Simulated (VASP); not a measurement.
Band structure of NaCrO2 (space group R-3m). These are LDA (Ceperley-Alder, Perdew-Zunger) with spin-orbit coupling, VASP's LDA PAW potentials (set 64) (plane waves; VASP) values and carry that method's errors.

The path is coarsely sampled, so an indirect gap can come out somewhat too large. The run has a spin-polarised start.

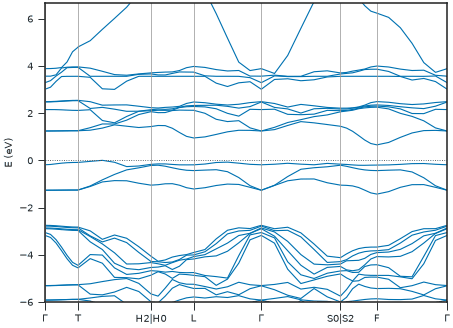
Figure. Bands along high-symmetry lines, zero at the valence-band maximum or, without a gap, the Fermi level

**Question.** Read the plot: is there a gap, and where are the band edges?

**Answer.** The gap is indirect, 0.66 eV, from the valence maximum at T-H2 at 0.33 to the conduction minimum at F.

The structure comes from a computed database's NaCrO2 entry (R-3m); how it stands against other phases isn't given here. It was relaxed first.
